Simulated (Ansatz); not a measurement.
# AlH2O (SMILES [O][AlH2]) at UPBE0/def2-TZVPP

What is the electronic atomisation energy of AlH2O at UPBE0/def2-TZVPP? 

Program for the calculation: Ansatz 0.2.0.

43 further runs of the same task are left out: 1 that didn't finish, 42 set aside as unsound or not needed.

## 1. The system as given

AlH2O: 4 atoms, total charge 0, spin state doublet. SMILES: `[O][AlH2]`. Geometry: relaxed at PBE0-D4/def2-TZVP.

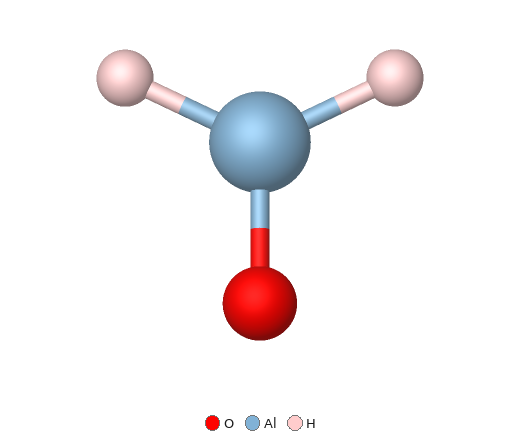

Viewed from a chosen angle; oxygen red, aluminium light blue, hydrogen pink.

## 2. A single-point energy at UPBE0/def2-TZVPP

Input file job.yaml:

```yaml
crystal:
  periodic: [false, false, false]
  atoms:
    - {symbol: O, position_ang: [0.062600, -0.856300, 1.401400]}
    - {symbol: Al, position_ang: [0.011300, 0.029900, -0.080400]}
    - {symbol: H, position_ang: [-1.149600, -0.360800, -1.076000]}
    - {symbol: H, position_ang: [1.131100, 1.126800, -0.265300]}
basis:
  gaussian:
    orbitals: def2-TZVPP
total_charge: 0
magnetization:
  spin_polarized: true
  initial_magnetization: 1
hamiltonian:
  xc: pbe0
accuracy: high
output: {orbitals: {seedname: orbitals}}
```

The run is started by

```
ansatz run job.yaml --threads 1 --pin off --max-ram 3480MiB --events-out events.jsonl --progress --plain --runs-dir runs
```

What it wrote:

```text
Warning: RAYON_NUM_THREADS=1 ignored (pool sized by the plan → 1); use --threads N
Functional definition: PBE0
  name "PBE0"
  parameter a = 0.25
  parameter kappa = 0.804
  parameter beta = 0.06672455060314922
  exchange = (1 - a)*pbe_x(kappa = kappa, mu = beta*pi^2/3) + a*exact_x
  correlation = pbe_c(beta = beta)
1584 factors; integrals over basis functions are off by at most 2.8e-9 eV
mean field evaluation 1: about -8658.0889 eV, gradient 5.0e1 eV
mean field evaluation 2: about -8457.7417 eV, gradient 1.3e2 eV
mean field evaluation 4: about -8669.5078 eV, gradient 1.3e1 eV
mean field evaluation 8: about -8670.6343 eV, gradient 4.0e-1 eV
mean field evaluation 16: about -8670.6549 eV, gradient 1.4e-3 eV
mean field evaluation 32: about -8670.6549 eV, gradient 2.8e-7 eV
mean field -8670.65493314 eV, -318.6406916119 hartree, gradient 7.7e-8 eV, S^2 0.754669; 4 other end points of the search recorded, 0 dependent functions left out
reference -8670.65493567 eV, -318.6406917049 hartree; 12, 11 occupied and 89, 90 virtual orbitals, 1584 factors
Total energy: -8670.65493567 eV, -318.6406917049 hartree
```

Run time: 12 s. Hardware: 1 thread of Arm Neoverse V2, shared host; peak memory 0.29 GiB.

## 3. The Al atom at the same level

Input file in.yaml:

```yaml
crystal:
  periodic: [false, false, false]
  atoms:
    - {symbol: Al, position_ang: [0.000000, 0.000000, 0.000000]}
basis:
  gaussian:
    orbitals: def2-TZVPP
magnetization:
  spin_polarized: true
  initial_magnetization: 1
hamiltonian:
  xc: pbe0
accuracy: high
```

The run is started by

```
ansatz run in.yaml --threads 1 --pin off --max-ram 3480MiB --events-out events.jsonl --progress --plain --runs-dir runs
```

What it wrote:

```text
Warning: RAYON_NUM_THREADS=1 ignored (pool sized by the plan → 1); use --threads N
Functional definition: PBE0
  name "PBE0"
  parameter a = 0.25
  parameter kappa = 0.804
  parameter beta = 0.06672455060314922
  exchange = (1 - a)*pbe_x(kappa = kappa, mu = beta*pi^2/3) + a*exact_x
  correlation = pbe_c(beta = beta)
405 factors; integrals over basis functions are off by at most 2.8e-9 eV
mean field evaluation 1: about -6591.8815 eV, gradient 1.8e0 eV
mean field evaluation 2: about -6591.9276 eV, gradient 4.5e-1 eV
mean field evaluation 4: about -6591.9271 eV, gradient 4.4e-1 eV
mean field evaluation 8: about -6591.9308 eV, gradient 3.2e-3 eV
mean field evaluation 16: about -6591.9308 eV, gradient 1.0e-7 eV
mean field -6591.93076433 eV, -242.2489874178 hartree, gradient 3.4e-9 eV, S^2 0.757228; 0 other end points of the search recorded, 0 dependent functions left out
reference -6591.93076587 eV, -242.2489874746 hartree; 7, 6 occupied and 35, 36 virtual orbitals, 405 factors
Total energy: -6591.93076587 eV, -242.2489874746 hartree
```

It took 1.1 s on 1 thread of Arm Neoverse V2, shared host; peak memory 0.093 GiB.

## 4. The H atom

Input file run.yaml:

```yaml
basis:
  gaussian: {orbitals: def2-TZVPP}
crystal:
  periodic: [false, false, false]
  atoms:
    - symbol: H
      position_ang: [0.000000, 0.000000, 0.000000]
magnetization: {spin_polarized: true, initial_magnetization: 1}
hamiltonian: {xc: pbe0}
accuracy: high
```

The run is started by

```
ansatz run run.yaml --threads 1 --pin off --max-ram 3480MiB --events-out events.jsonl --progress --plain --runs-dir runs
```

What it wrote:

```text
Warning: RAYON_NUM_THREADS=1 ignored (pool sized by the plan → 1); use --threads N
Functional definition: PBE0
  name "PBE0"
  parameter a = 0.25
  parameter kappa = 0.804
  parameter beta = 0.06672455060314922
  exchange = (1 - a)*pbe_x(kappa = kappa, mu = beta*pi^2/3) + a*exact_x
  correlation = pbe_c(beta = beta)
92 factors; integrals over basis functions are off by at most 9.3e-10 eV
mean field evaluation 1: about -13.6335 eV, gradient 3.0e-1 eV
mean field evaluation 2: about -13.6327 eV, gradient 2.9e-1 eV
mean field evaluation 4: about -13.6339 eV, gradient 1.5e-2 eV
mean field evaluation 8: about -13.6339 eV, gradient 8.6e-7 eV
mean field -13.63389015 eV, -0.5010362216 hartree, gradient 9.1e-10 eV, S^2 0.750000; 0 other end points of the search recorded, 0 dependent functions left out
reference -13.63389203 eV, -0.5010362907 hartree; 1, 0 occupied and 13, 14 virtual orbitals, 92 factors
Total energy: -13.63389203 eV, -0.5010362907 hartree
```

Wall time 0.16 s (1 thread of Arm Neoverse V2, shared host).

## 5. The O atom

Input file input.yaml:

```yaml
crystal:
  periodic: [false, false, false]
  atoms:
    - {symbol: O, position_ang: [0.000000, 0.000000, 0.000000]}
basis:
  gaussian:
    orbitals: def2-TZVPP
magnetization:
  spin_polarized: true
  initial_magnetization: 2
hamiltonian:
  xc: {name: PBE0}
accuracy: high
```

Run the same way, it converges to -75.01860 Eh (log not shown).

## 6. Outcome

Level: UPBE0/def2-TZVPP.

| quantity | value |
| --- | --- |
| molecule: total energy | -318.64069 Eh |
| molecule: HOMO energy (highest over α and β) | -9.02 eV |
| molecule: LUMO energy (lowest over α and β) | -4.22 eV |
| molecule: ⟨S²⟩ | 0.755 |
| Al atom: total energy | -242.24899 Eh |
| Al atom: ⟨S²⟩ | 0.757 |
| H atom: total energy | -0.50104 Eh |
| H atom: ⟨S²⟩ | 0.750 |
| O atom: total energy | -75.01860 Eh |
| O atom: ⟨S²⟩ | 2.003 |
| electronic atomisation energy | 10.096 eV |

Taking the molecule apart into free atoms costs 10.10 eV (233 kcal/mol), before zero-point energy and without spin-orbit coupling.
